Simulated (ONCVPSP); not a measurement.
ONCVPSP 4.0.1 input (lines: element, Z, core and valence counts, functional; n l f; lmax; l rc ep ncon nbas qcut; lloc lpopt rc5 dvloc0; l nproj debl; icmod fcfact rcfact), PBE, fully relativistic:

```
  V 23.00    3    3        4      upf
    1    0    2.00
    2    0    2.00
    2    1    6.00
    3    0    2.00
    3    1    6.00
    3    2    3.00
    2
    0    1.50    0.00    4    9    9.20
    1    1.15    0.00    5    9   10.40
    2    1.95    0.00    3    8    8.40
    4    5    0.80    0.00
    0    2    0.40
    1    1    0.70
    2    2    1.10
    0    0.00    0.00
```

In the s channel the program set the typed energies aside and used -3.189, 0.250 Ha.

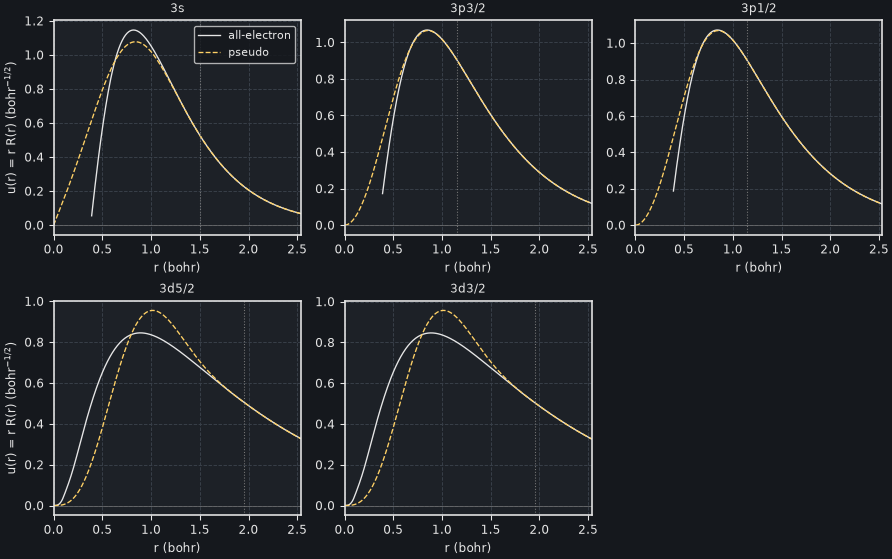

Pseudo-waves (dashed) against the all-electron radial functions (solid). Dotted lines mark the matching radii. The all-electron curves start outside the innermost oscillations, which aren't drawn.

Pseudo-waves: 3s has no node; 3p3/2 has no node; 3p1/2 has no node; 3d5/2 has no node; 3d3/2 has no node.

- Cutoffs needed: 37 Ha and 49 Ha (the cutoffs at which the residual kinetic energy of the hardest occupied pseudo-wave falls to 1 and 0.1 mHa per electron)
- Ghost test: no bound ghost flagged; GHOST(+) flagged for s at 267.9 eV
- Largest excitation error: +140 meV (all-electron minus pseudo) for 3s2 3p6 3d2, out of 4 test configurations
